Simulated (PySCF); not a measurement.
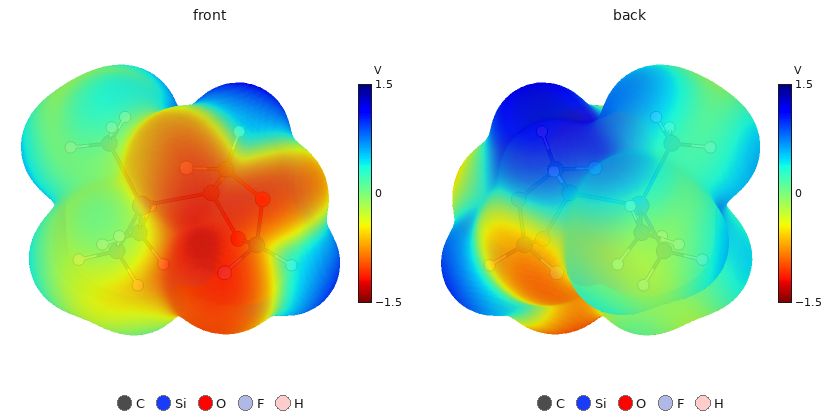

Figure 1: C₆H₁₂F₂O₂Si. The molecular electrostatic potential painted on the density surface at 0.001 e/bohr³, seen from the front and from behind; red is negative and blue positive.

Geometry: GFN2-xTB.

Computed with B97-2/pcSseg-1, SCF density, in a cyclohexane solvent model, non-relativistic (PySCF 2.14.0).

```json
{"atom": "C", "x (Å)": "-1.4370", "y (Å)": "1.9723", "z (Å)": "-0.1844"}
{"atom": "Si", "x (Å)": "-0.9112", "y (Å)": "0.1408", "z (Å)": "-0.1298"}
{"atom": "C", "x (Å)": "-1.0959", "y (Å)": "-0.6157", "z (Å)": "1.6007"}
{"atom": "C", "x (Å)": "-1.8425", "y (Å)": "-0.8878", "z (Å)": "-1.4359"}
{"atom": "C", "x (Å)": "0.9287", "y (Å)": "0.0780", "z (Å)": "-0.7412"}
{"atom": "O", "x (Å)": "1.4219", "y (Å)": "-1.2794", "z (Å)": "-0.6598"}
{"atom": "C", "x (Å)": "2.3960", "y (Å)": "-1.3029", "z (Å)": "0.2751"}
{"atom": "F", "x (Å)": "1.8666", "y (Å)": "-1.6659", "z (Å)": "1.5041"}
{"atom": "O", "x (Å)": "2.9555", "y (Å)": "-0.0519", "z (Å)": "0.3756"}
{"atom": "C", "x (Å)": "1.9444", "y (Å)": "0.8554", "z (Å)": "0.0902"}
{"atom": "F", "x (Å)": "1.3840", "y (Å)": "1.3161", "z (Å)": "1.2611"}
{"atom": "H", "x (Å)": "-0.8876", "y (Å)": "2.5671", "z (Å)": "0.5386"}
{"atom": "H", "x (Å)": "-2.4920", "y (Å)": "2.0678", "z (Å)": "0.0490"}
{"atom": "H", "x (Å)": "-1.2787", "y (Å)": "2.4123", "z (Å)": "-1.1650"}
{"atom": "H", "x (Å)": "-0.7228", "y (Å)": "-1.6355", "z (Å)": "1.6274"}
{"atom": "H", "x (Å)": "-0.5461", "y (Å)": "-0.0492", "z (Å)": "2.3465"}
{"atom": "H", "x (Å)": "-2.1401", "y (Å)": "-0.6355", "z (Å)": "1.8995"}
{"atom": "H", "x (Å)": "-1.4107", "y (Å)": "-1.8799", "z (Å)": "-1.5296"}
{"atom": "H", "x (Å)": "-1.8096", "y (Å)": "-0.4221", "z (Å)": "-2.4168"}
{"atom": "H", "x (Å)": "-2.8867", "y (Å)": "-1.0047", "z (Å)": "-1.1648"}
{"atom": "H", "x (Å)": "1.0192", "y (Å)": "0.3655", "z (Å)": "-1.7920"}
{"atom": "H", "x (Å)": "3.1637", "y (Å)": "-2.0551", "z (Å)": "0.0557"}
{"atom": "H", "x (Å)": "2.3760", "y (Å)": "1.7372", "z (Å)": "-0.3939"}
```

**Which sites attract a positive test charge, and which a negative one?**

A positive charge is drawn to the negative regions and a negative charge to the positive ones. The most negative region (about −1.2 V) lies over F8, the most positive (about +1.3 V) over C5, C10, H21 and H23.

**How polar is the molecule by this calculation?**

Its dipole moment is 2.93 D.
